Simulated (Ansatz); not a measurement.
# AlClH4OSi: rotation by 120° about the O1–Si2 bond, part 1 of 2

How high is the barrier for the rotation by 120° about the O1–Si2 bond? Relax the two ends, then run a nudged elastic band between them. SMILES of the start: O[SiH2][AlH][Cl].

Program: Ansatz 0.2.0. Level of theory: RKS B3LYP-D4/def2-SVP. These are calculated values, not measurements.

## Step 1: The structure to begin with

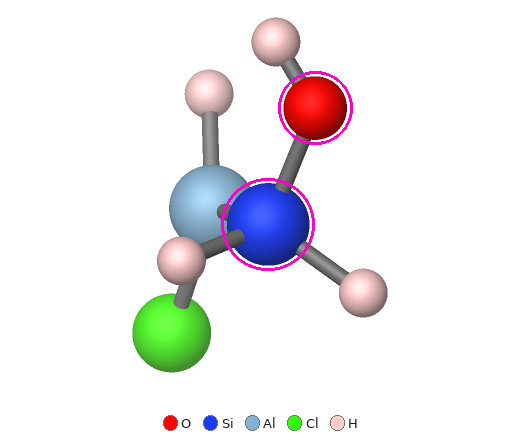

The starting structure, seen from a free direction (oxygen red, silicon blue, aluminium light blue, chlorine green, hydrogen pink). Ringed: O1, Si2.

Structure file:

```xyz
8

O    -1.5871   -0.7376    0.8120
Si   -0.7648   -0.2007   -0.5007
Al    1.5150    0.3969    0.1124
Cl    3.0131    0.8299   -1.1787
H    -1.6176   -0.2472    1.6274
H    -1.5556    0.8984   -1.1181
H    -0.9529   -1.3690   -1.3787
H     1.9499    0.4293    1.6244
```

## Step 2: Relaxing end A

The input, input.yaml:

```yaml
crystal:
  periodic: [false, false, false]
  atoms:
    - { symbol: O, position_ang: [-1.5871, -0.73764, 0.81204] }
    - { symbol: Si, position_ang: [-0.76476, -0.20069, -0.50071] }
    - { symbol: Al, position_ang: [1.51502, 0.39688, 0.11243] }
    - { symbol: Cl, position_ang: [3.01309, 0.82994, -1.17872] }
    - { symbol: H, position_ang: [-1.6176, -0.24717, 1.62737] }
    - { symbol: H, position_ang: [-1.55558, 0.89838, -1.11809] }
    - { symbol: H, position_ang: [-0.95292, -1.369, -1.37873] }
    - { symbol: H, position_ang: [1.94986, 0.4293, 1.62441] }
basis:
  gaussian: { orbitals: def2-SVP }
hamiltonian:
  xc: b3lyp
  dispersion: d4
relax:
  f_tol: 0.015
  max_steps: 40
output:
  orbitals: {}
```

Run with:

```
$ ansatz run input.yaml --threads 1 --pin off --max-ram 2048MiB --backend cpu --events-out ev --progress --plain --runs-dir out
```

Standard output, cut to the lines that bear on the results:

```text
Warning: RAYON_NUM_THREADS=1 ignored (pool sized by the plan → 1); use --threads N
[...]
Functional definition: B3LYP
[...]
875 factors; integrals over basis functions are off by at most 2.2e-4 eV
[...]
mean field -29103.02446599 eV, -1069.5164223866 hartree, gradient 1.2e-5 eV, S^2 0.000000; 0 other end points of the search recorded, 0 dependent functions left out
[...]
reference -29103.02473036 eV, -1069.5164321022 hartree; 28, 28 occupied and 60, 60 virtual orbitals, 875 factors
relax step   1: F+E_penalty+E_count = -29103.29367517 eV  Δ(F+E_penalty+E_count) = +0.000e0 eV  max|allowed force component| = 1.273e0 eV/Å  Δτ_max = 0.0000 Å  (24 SCF iters, accepted)
[...]
relax step   4: F+E_penalty+E_count = -29103.49871333 eV  Δ(F+E_penalty+E_count) = -9.576e-3 eV  max|allowed force component| = 1.039e-1 eV/Å  Δτ_max = 0.0606 Å  (24 SCF iters, accepted)
[...]
relax step   7: F+E_penalty+E_count = -29103.50442767 eV  Δ(F+E_penalty+E_count) = -2.072e-3 eV  max|allowed force component| = 5.961e-2 eV/Å  Δτ_max = 0.0187 Å  (23 SCF iters, accepted)
[...]
relax step  10: F+E_penalty+E_count = -29103.50524884 eV  Δ(F+E_penalty+E_count) = -8.837e-5 eV  max|allowed force component| = 4.209e-2 eV/Å  Δτ_max = 0.0186 Å  (23 SCF iters, accepted)
[...]
relax step  11: F+E_penalty+E_count = -29103.50528209 eV  Δ(F+E_penalty+E_count) = -3.325e-5 eV  max|allowed force component| = 2.742e-2 eV/Å  Δτ_max = 0.0030 Å  (19 SCF iters, accepted)
[...]
relax step  12: F+E_penalty+E_count = -29103.50529665 eV  Δ(F+E_penalty+E_count) = -1.456e-5 eV  max|allowed force component| = 1.101e-2 eV/Å  Δτ_max = 0.0037 Å  (22 SCF iters, accepted)
875 factors; integrals over basis functions are off by at most 2.4e-4 eV
mean field -29103.23722694 eV, -1069.5242412075 hartree, gradient 6.2e-6 eV, S^2 0.000000; 1 other end points of the search recorded, 0 dependent functions left out
[...]
reference -29103.23749087 eV, -1069.5242509066 hartree; 28, 28 occupied and 60, 60 virtual orbitals, 875 factors
Total energy: -29103.50556058 eV, -1069.5341022867 hartree
Atom 0 at    -1.646307    -0.839621     0.848970 Å, force    -0.003346    -0.000614     0.007046 eV/Å
Atom 1 at    -0.796721    -0.210658    -0.460205 Å, force     0.011007     0.003237    -0.009534 eV/Å
Atom 2 at     1.502800     0.381548     0.189815 Å, force    -0.000335     0.000279     0.001928 eV/Å
Atom 3 at     2.948074     0.684003    -1.334425 Å, force    -0.003036    -0.000850     0.002137 eV/Å
Atom 4 at    -1.723534    -0.278080     1.629090 Å, force    -0.000227    -0.001624    -0.002175 eV/Å
Atom 5 at    -1.496227     0.975546    -1.061170 Å, force    -0.001603    -0.001411     0.001008 eV/Å
Atom 6 at    -0.798980    -1.287373    -1.491160 Å, force    -0.002144     0.001376     0.002324 eV/Å
Atom 7 at     2.010906     0.574635     1.679085 Å, force    -0.000316    -0.000394    -0.002733 eV/Å
Dipole moment:    -0.161145     0.175141     0.295563 e Å
```

It took 2.5 min on 1 thread of AMD EPYC (Zen 3), shared host; peak memory 0.19 GiB.

Relaxation path:

```
step  energy from step 1 (eV)  largest force component (eV/Å)
   1                   0.0000                          1.2733
   2                  -0.1815                          0.4340
   3                  -0.1955                          0.1694
   4                  -0.2050                          0.1039
   5                  -0.2087                          0.1403
  6x                  -0.1969                          0.5141
   7                  -0.2108                          0.0596
   8                  -0.2113                          0.0220
   9                  -0.2115                          0.0314
  10                  -0.2116                          0.0421
  11                  -0.2116                          0.0274
  12                  -0.2116                          0.0110
```

Step 1 is the start. 1 step was tried and not accepted (marked x).

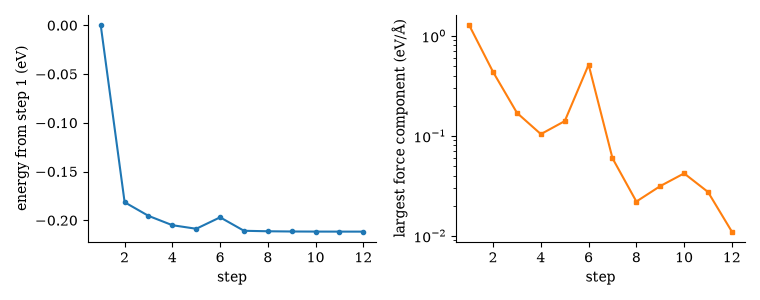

How energy and force went from step to step.

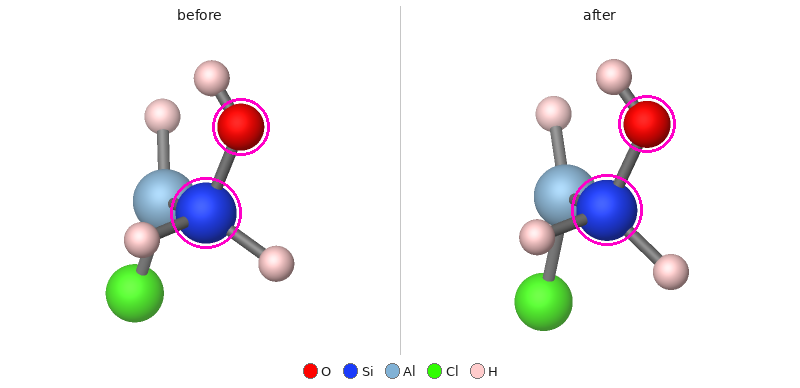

Before and after, at one scale.

After: Bond lengths: O1–Si2 1.683 Å, Si2–Al3 2.462 Å, Al3–Cl4 2.122 Å, O1–H5 0.964 Å, Si2–H6 1.503 Å, Si2–H7 1.491 Å, Al3–H8 1.585 Å. Angles: O1–Si2–Al3 110.9°, O1–Si2–H6 111.8°, O1–Si2–H7 105.5°, Al3–Si2–H6 110.5°, Al3–Si2–H7 111.0°, H6–Si2–H7 107.0°, Si2–O1–H5 116.9°, Si2–Al3–Cl4 118.7°, Si2–Al3–H8 125.2°, Cl4–Al3–H8 116.0°.

## Step 3: End point B

The second end starts from a geometry with the move made by hand.

The input, input.yaml:

```yaml
crystal:
  periodic: [false, false, false]
  atoms:
    - { symbol: O, position_ang: [-1.5871, -0.73764, 0.81204] }
    - { symbol: Si, position_ang: [-0.76476, -0.20069, -0.50071] }
    - { symbol: Al, position_ang: [-0.67814, -1.92997, -2.21317] }
    - { symbol: Cl, position_ang: [-0.04318, -1.67774, -4.11895] }
    - { symbol: H, position_ang: [-1.6176, -0.24717, 1.62737] }
    - { symbol: H, position_ang: [0.562, 0.29117, -0.03995] }
    - { symbol: H, position_ang: [-1.55981, 1.00638, -0.78731] }
    - { symbol: H, position_ang: [-1.18302, -3.3869, -1.89903] }
basis:
  gaussian: { orbitals: def2-SVP }
hamiltonian:
  xc: b3lyp
  dispersion: d4
relax:
  f_tol: 0.015
  max_steps: 40
```

Run with:

```
$ ansatz run input.yaml --threads 1 --pin off --max-ram 2048MiB --backend cpu --events-out ev --progress --plain --runs-dir out
```

Standard output, cut to the lines that bear on the results:

```text
Warning: RAYON_NUM_THREADS=1 ignored (pool sized by the plan → 1); use --threads N
[...]
[... 1 set-up line as earlier in the session ...]
[...]
873 factors; integrals over basis functions are off by at most 2.4e-4 eV
[...]
mean field -29102.93425747 eV, -1069.5131072848 hartree, gradient 1.5e-5 eV, S^2 0.000000; 0 other end points of the search recorded, 0 dependent functions left out
[...]
reference -29102.93452746 eV, -1069.5131172067 hartree; 28, 28 occupied and 60, 60 virtual orbitals, 873 factors
relax step   1: F+E_penalty+E_count = -29103.20211789 eV  Δ(F+E_penalty+E_count) = +0.000e0 eV  max|allowed force component| = 1.705e0 eV/Å  Δτ_max = 0.0000 Å  (24 SCF iters, accepted)
[...]
relax step   3: F+E_penalty+E_count = -29103.52581209 eV  Δ(F+E_penalty+E_count) = -1.269e-2 eV  max|allowed force component| = 1.980e-1 eV/Å  Δτ_max = 0.0842 Å  (23 SCF iters, accepted)
[...]
reference -29103.26607643 eV, -1069.5253014067 hartree; 28, 28 occupied and 60, 60 virtual orbitals, 873 factors
Total energy: -29103.53630530 eV, -1069.5352321344 hartree
Atom 0 at    -1.543363    -0.831733     0.883824 Å, force    -0.001206    -0.000203     0.004240 eV/Å
Atom 1 at    -0.785987    -0.175073    -0.466908 Å, force     0.001753     0.002883    -0.001761 eV/Å
Atom 2 at    -0.751753    -1.981362    -2.118208 Å, force     0.000322    -0.000061    -0.001419 eV/Å
Atom 3 at     0.004408    -1.499638    -4.042714 Å, force     0.000794    -0.000381     0.000760 eV/Å
Atom 4 at    -1.651325    -0.259502     1.653471 Å, force     0.000779    -0.000186    -0.001327 eV/Å
Atom 5 at     0.599713     0.305947    -0.142138 Å, force    -0.001534    -0.000189    -0.000586 eV/Å
Atom 6 at    -1.517848     1.033171    -0.976545 Å, force    -0.000075    -0.001535     0.000820 eV/Å
Atom 7 at    -1.225455    -3.474370    -1.910492 Å, force    -0.000834    -0.000328    -0.000726 eV/Å
Dipole moment:    -0.073691     0.188339     0.393892 e Å
```

Run time: 1.7 min. Hardware: 1 thread of AMD EPYC (Zen 3), shared host; peak memory 0.19 GiB.

Relaxation path:

```csv
step,energy from step 1 (eV),largest force component (eV/Å)
1,0.0000,1.7049
2,-0.3110,0.3517
3,-0.3237,0.1980
4,-0.3289,0.0998
5,-0.3316,0.0658
6,-0.3330,0.0516
7x,-0.3271,0.2956
8,-0.3338,0.0156
9,-0.3339,0.0042
```

Step 1 is the start. 1 step was tried and not accepted (marked x).

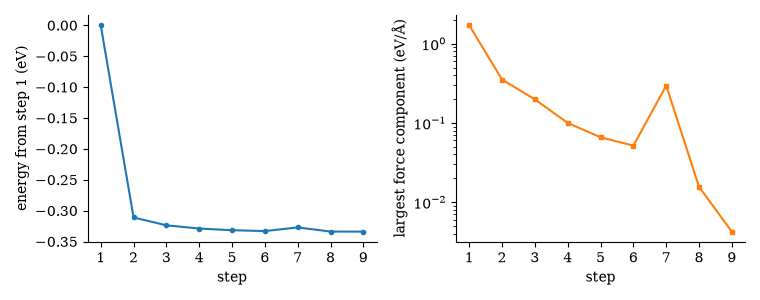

Energy and largest force along the relaxation.

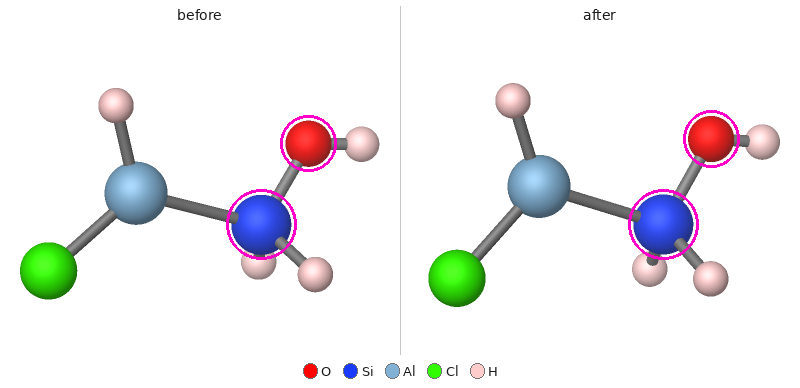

Before and after, at one scale.

After: Bond lengths: O1–Si2 1.682 Å, Si2–Al3 2.448 Å, Al3–Cl4 2.123 Å, O1–H5 0.965 Å, Si2–H6 1.502 Å, Si2–H7 1.502 Å, Al3–H8 1.580 Å. Angles: O1–Si2–Al3 105.1°, O1–Si2–H6 111.5°, O1–Si2–H7 111.5°, Al3–Si2–H6 111.7°, Al3–Si2–H7 111.8°, H6–Si2–H7 105.4°, Si2–O1–H5 117.3°, Si2–Al3–Cl4 116.7°, Si2–Al3–H8 127.2°, Cl4–Al3–H8 116.1°.

(Continued in part 2 of 2.)
